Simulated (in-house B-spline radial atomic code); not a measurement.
**V⁶⁺: excited configurations**

How much energy does it take to promote electrons of V⁶⁺ to other shells? Each configuration is solved by itself and compared with the reference.

Method: non-relativistic HSE06, spin-polarised, spherical density, exact exchange averaged over the configuration, point nucleus, basis-set limit. Code: in-house B-spline radial atomic code version 1.

## 1. Starting point

| Property | Result |
| --- | --- |
| element | vanadium (Z = 23) |
| charge | +6 |
| electrons | 17 |
| configuration | [Ne] 3s2 3p5 |
| Hamiltonian | non-relativistic |
| nucleus | point |

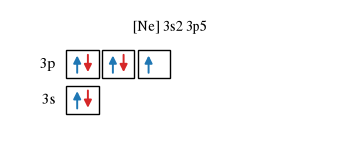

Outer shells as boxes.

Where spins are not typed, each open shell is filled with up spins first.

## 2. The base configuration

The run's settings:

```ini
Z = 23
electrons = 17.0
configuration = [Ne] 3s2 3p5
hamiltonian = nr
method = hse06
spin_polarised = True
exact_exchange = averaged over the configuration
```

Launch:

```sh
> python run_scf.py task.json out
```

The settings of every run stand in task.json; they run in order.

Main fields of the result record, rounded:

```text
status: converged
scf [iteration, energy, orbital gradient]:
  - [1, -928.296270388, 0.451]
  - [2, -932.58481226, 0.174]
  - [3, -932.923287121, 0.0581]
  - [4, -932.967989814, 0.0192]
  - [5, -932.974011026, 0.00686]
  - [6, -932.974567882, 0.000176]
  - [7, -932.974568216, 1.2e-05]
  - [8, -932.974568217, 6.55e-07]
  - [9, -932.974568217, 1.58e-08]
energy [hartree]: {"total": -932.974568217, "kinetic": 932.324924112, "nuclear": -2144.0527311, "coulomb": 320.405433943, "exact_exchange": -9.9253722564, "xc": -31.7268229141}
orbitals [hartree, bohr; first row names the columns]:
  - ["name", "occ", "eps", "<r>", "<r^2>", "<1/r>", "r_max", "density_at_nucleus", "spin_orbit_zeta"]
  - ["1s up", 1.0, -201.23515, 0.067037, 0.0060298, 22.526, 0.044103, 3718.7, "-"]
  - ["1s down", 1.0, -201.21404, 0.067032, 0.0060288, 22.528, 0.044101, 3719.1, "-"]
  - ["2s up", 1.0, -26.461267, 0.30987, 0.11334, 4.7525, 0.25758, 327.57, "-"]
  - ["2s down", 1.0, -26.445005, 0.30979, 0.11325, 4.7522, 0.25765, 327.41, "-"]
  - ["2p up", 3.0, -22.933605, 0.27423, 0.092459, 4.685, 0.20905, "-", 0.16948]
  - ["2p down", 3.0, -22.906224, 0.27443, 0.092589, 4.6818, 0.20921, "-", 0.16918]
  - ["3s up", 1.0, -6.3288688, 0.89267, 0.90893, 1.5757, 0.79922, 51.991, "-"]
  - ["3s down", 1.0, -6.2224473, 0.89513, 0.91449, 1.5712, 0.79971, 51.661, "-"]
  - ["3p up", 3.0, -5.2860334, 0.91809, 0.97456, 1.4836, 0.80728, "-", 0.024147]
  - ["3p down", 2.0, -5.2117572, 0.9208, 0.98129, 1.4815, 0.80796, "-", 0.024153]
sum_r [bohr^k]: {"-1": 93.21968, "1": 8.783368, "2": 7.503476}
density_at_nucleus [bohr^-3]: 8196.429
spin_density_at_nucleus [bohr^-3]: 0.034015
mass_velocity [hartree]: -20.9511
darwin [hartree]: 15.76896
```

Run time: 0.44 s. Hardware: 1 thread, shared host.

## 3. [Ne] 3s1 3p5 4s1

Settings: those of step 2 with these lines changed.

```diff
@@ -2,3 +2,3 @@
 electrons = 17.0
-configuration = [Ne] 3s2 3p5
+configuration = [Ne] 3s1 3p5 4s1
 hamiltonian = nr
```

Main fields:

```text
status: converged
iterations: 9
energy [hartree]: {"total": -929.183828556, "kinetic": 928.569895191, "nuclear": -2129.17206611, "coulomb": 312.488917189, "exact_exchange": -9.75691863966, "xc": -31.3136561848}
orbitals [hartree, bohr; first row names the columns]:
  - ["name", "occ", "eps", "<r>"]
  - ["1s up", 1.0, -201.83156, 0.067031]
  - ["1s down", 1.0, -201.77371, 0.067032]
  - ["2s up", 1.0, -27.002909, 0.30958]
  - ["2s down", 1.0, -26.939072, 0.30975]
  - ["2p up", 3.0, -23.47952, 0.27392]
  - ["2p down", 3.0, -23.420589, 0.27411]
  - ["3s up", 1.0, -6.7324986, 0.87741]
  - ["3p up", 3.0, -5.6755804, 0.89933]
  - ["3p down", 2.0, -5.4659239, 0.90413]
  - ["4s up", 1.0, -2.6003491, 1.9593]
sum_r [bohr^k]: {"-1": 92.5727, "1": 9.740413, "2": 10.6593}
energy_minus_base [hartree]: 3.79073966
```

Wall time 0.25 s (1 thread, shared host).

energy_minus_base is the energy less that of the reference run.

## 4. Configuration [He] 2s2 2p5 3s2 3p5 4s1

Settings: those of step 3 with these lines changed.

```diff
@@ -2,3 +2,3 @@
 electrons = 17.0
-configuration = [Ne] 3s1 3p5 4s1
+configuration = [He] 2s2 2p5 3s2 3p5 4s1
 hamiltonian = nr
```

Main fields:

```text
status: converged
iterations: 17
energy [hartree]: {"total": -912.041986592, "kinetic": 911.432221048, "nuclear": -2079.53988365, "coulomb": 295.201449913, "exact_exchange": -8.96036644096, "xc": -30.1754074648}
orbitals [hartree, bohr; first row names the columns]:
  - ["name", "occ", "eps", "<r>"]
  - ["1s up", 1.0, -204.12054, 0.067015]
  - ["1s down", 1.0, -203.93936, 0.066963]
  - ["2s up", 1.0, -28.348075, 0.30487]
  - ["2s down", 1.0, -28.014304, 0.3058]
  - ["2p up", 3.0, -25.01517, 0.2681]
  - ["2p down", 2.0, -23.726178, 0.26252]
  - ["3s up", 1.0, -6.9433025, 0.85547]
  - ["3s down", 1.0, -6.7864797, 0.86065]
  - ["3p up", 3.0, -5.8935106, 0.86977]
  - ["3p down", 2.0, -6.7768451, 0.88012]
  - ["4s up", 1.0, -2.6421719, 1.9298]
sum_r [bohr^k]: {"-1": 90.41478, "1": 10.08944, "2": 10.90873}
energy_minus_base [hartree]: 20.9325816
```

It took 0.52 s on 1 thread, shared host.

## 5. Run with [He] 2s2 2p5 3s2 3p6

The run's settings:

```ini
Z = 23
electrons = 17.0
configuration = [He] 2s2 2p5 3s2 3p6
hamiltonian = nr
method = hse06
spin_polarised = True
exact_exchange = averaged over the configuration
```

Main fields:

```text
status: converged
iterations: 8
energy [hartree]: {"total": -915.02909561, "kinetic": 914.388113546, "nuclear": -2092.78601019, "coulomb": 303.207526963, "exact_exchange": -9.22508553819, "xc": -30.6136403913}
orbitals [hartree, bohr; first row names the columns]:
  - ["name", "occ", "eps", "<r>"]
  - ["1s up", 1.0, -203.50466, 0.067017]
  - ["1s down", 1.0, -203.35557, 0.06697]
  - ["2s up", 1.0, -27.805456, 0.30519]
  - ["2s down", 1.0, -27.498521, 0.30617]
  - ["2p up", 3.0, -24.460172, 0.26848]
  - ["2p down", 2.0, -24.200818, 0.27025]
  - ["3s up", 1.0, -6.5387669, 0.86933]
  - ["3s down", 1.0, -6.5135731, 0.87201]
  - ["3p up", 3.0, -5.4993324, 0.8866]
  - ["3p down", 3.0, -5.4699261, 0.88998]
sum_r [bohr^k]: {"-1": 90.9907, "1": 9.162344, "2": 7.890933}
energy_minus_base [hartree]: 17.9454726
```

It took 0.22 s on 1 thread, shared host.

## 6. Run with [Ne] 3s1 3p5 4f1

Settings: those of step 5 with these lines changed.

```diff
@@ -2,3 +2,3 @@
 electrons = 17.0
-configuration = [He] 2s2 2p5 3s2 3p6
+configuration = [Ne] 3s1 3p5 4f1
 hamiltonian = nr
```

Main fields:

```text
status: converged
iterations: 9
energy [hartree]: {"total": -928.05764112, "kinetic": 927.446557037, "nuclear": -2125.33280068, "coulomb": 310.744874946, "exact_exchange": -9.69217516911, "xc": -31.2240972575}
orbitals [hartree, bohr; first row names the columns]:
  - ["name", "occ", "eps", "<r>"]
  - ["1s up", 1.0, -201.96943, 0.06703]
  - ["1s down", 1.0, -201.91851, 0.06703]
  - ["2s up", 1.0, -27.112005, 0.3095]
  - ["2s down", 1.0, -27.056533, 0.30963]
  - ["2p up", 3.0, -23.594778, 0.27378]
  - ["2p down", 3.0, -23.541429, 0.27397]
  - ["3s up", 1.0, -6.7957529, 0.87709]
  - ["3p up", 3.0, -5.7439779, 0.89675]
  - ["3p down", 2.0, -5.5384258, 0.90096]
  - ["4f up", 1.0, -1.4928813, 2.3236]
sum_r [bohr^k]: {"-1": 92.40577, "1": 10.08928, "2": 12.42398}
energy_minus_base [hartree]: 4.9169271
```

It took 0.37 s on 1 thread, shared host.

## 7. Configuration [Ne] 3s1 3p5 4p1

Settings: those of step 6 with these lines changed.

```diff
@@ -2,3 +2,3 @@
 electrons = 17.0
-configuration = [Ne] 3s1 3p5 4f1
+configuration = [Ne] 3s1 3p5 4p1
 hamiltonian = nr
```

Main fields:

```text
status: converged
iterations: 9
energy [hartree]: {"total": -928.868367682, "kinetic": 928.255892453, "nuclear": -2128.19661899, "coulomb": 312.07251323, "exact_exchange": -9.70901011111, "xc": -31.291144259}
orbitals [hartree, bohr; first row names the columns]:
  - ["name", "occ", "eps", "<r>"]
  - ["1s up", 1.0, -201.85025, 0.067033]
  - ["1s down", 1.0, -201.79398, 0.067031]
  - ["2s up", 1.0, -27.022251, 0.30964]
  - ["2s down", 1.0, -26.962662, 0.30975]
  - ["2p up", 3.0, -23.502572, 0.27392]
  - ["2p down", 3.0, -23.442563, 0.27413]
  - ["3s up", 1.0, -6.7497479, 0.87814]
  - ["3p up", 3.0, -5.6991002, 0.89832]
  - ["3p down", 2.0, -5.4896966, 0.90381]
  - ["4p up", 1.0, -2.2939462, 2.0803]
sum_r [bohr^k]: {"-1": 92.53029, "1": 9.858629, "2": 11.22377}
energy_minus_base [hartree]: 4.10620054
```

It took 0.3 s on 1 thread, shared host.

## 8. Run with [Ne] 3s1 3p6

Settings: those of step 7 with these lines changed.

```diff
@@ -2,3 +2,3 @@
 electrons = 17.0
-configuration = [Ne] 3s1 3p5 4p1
+configuration = [Ne] 3s1 3p6
 hamiltonian = nr
```

Main fields:

```text
status: converged
iterations: 9
energy [hartree]: {"total": -931.937139353, "kinetic": 931.288488291, "nuclear": -2141.8733664, "coulomb": 320.293927895, "exact_exchange": -9.95715255668, "xc": -31.6890365781}
orbitals [hartree, bohr; first row names the columns]:
  - ["name", "occ", "eps", "<r>"]
  - ["1s up", 1.0, -201.24289, 0.067033]
  - ["1s down", 1.0, -201.21473, 0.067038]
  - ["2s up", 1.0, -26.480258, 0.30989]
  - ["2s down", 1.0, -26.443799, 0.3101]
  - ["2p up", 3.0, -22.946429, 0.2743]
  - ["2p down", 3.0, -22.922893, 0.27429]
  - ["3s up", 1.0, -6.3427192, 0.89195]
  - ["3p up", 3.0, -5.29859, 0.9172]
  - ["3p down", 3.0, -5.1915936, 0.92177]
sum_r [bohr^k]: {"-1": 93.12493, "1": 8.808714, "2": 7.56942}
energy_minus_base [hartree]: 1.03742886
```

Run time: 0.28 s. Hardware: 1 thread, shared host.

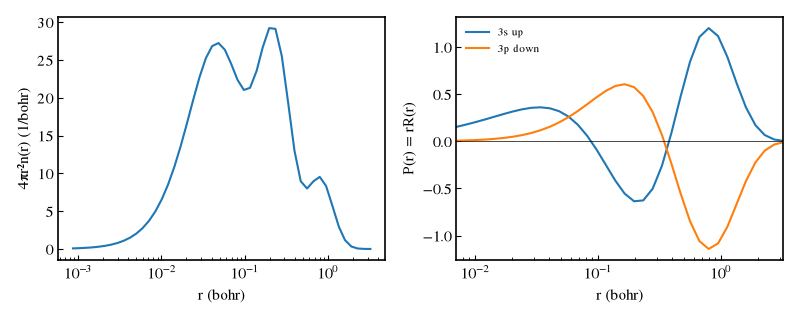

Radial density (left) and the radial functions of 3s up, 3p down (right).

On the record's full grid the radial density has clear maxima near r = 0.049, 0.20, 0.80 bohr.

X-ray form factor of the spherical density:

```csv
sinθ/λ (1/Å),f (electrons)
0,17.000
0.1,16.459
0.2,15.021
0.3,13.126
0.4,11.234
0.6,8.431
0.8,6.918
1,5.962
1.4,4.320
1.8,2.983
2.5,1.749
4,1.071
6,0.658
```

## 9. The excitation energies

| net move | configuration | 2|M_S|+1 | energy above the reference (eV) | largest <r> (bohr) |
| --- | --- | --- | --- | --- |
| 3s → 3p | [Ne] 3s1 3p6 | 2 | 28.230 | 0.922 |
| 3s → 4s | [Ne] 3s1 3p5 4s1 | 4 | 103.15 | 1.96 |
| 3s → 4p | [Ne] 3s1 3p5 4p1 | 4 | 111.74 | 2.08 |
| 3s → 4f | [Ne] 3s1 3p5 4f1 | 4 | 133.80 | 2.32 |
| 2p → 3p | [He] 2s2 2p5 3s2 3p6 | 2 | 488.32 | 0.890 |
| 2p → 4s | [He] 2s2 2p5 3s2 3p5 4s1 | 4 | 569.60 | 1.93 |

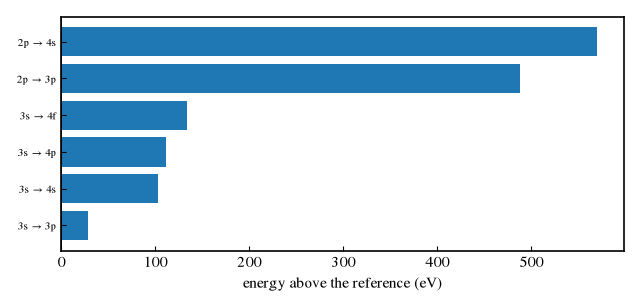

The configurations in order of energy, labelled by the net move of electrons.

The lowest of them is 3s → 3p at 28.230 eV and the highest 2p → 4s at 569.60 eV. 2 of them lie more than 60 % above minus the reference's highest level (141.82 eV), in the range where a state can decay by emitting an electron. Two partly filled shells share a symmetry and can mix in the average, which may lower the energy, for: 2p → 4s. The reference has 2|M_S|+1 = 2; 4 of the configurations differ from it in spin. These are spherical averages at the typed spins, not spectroscopic levels.
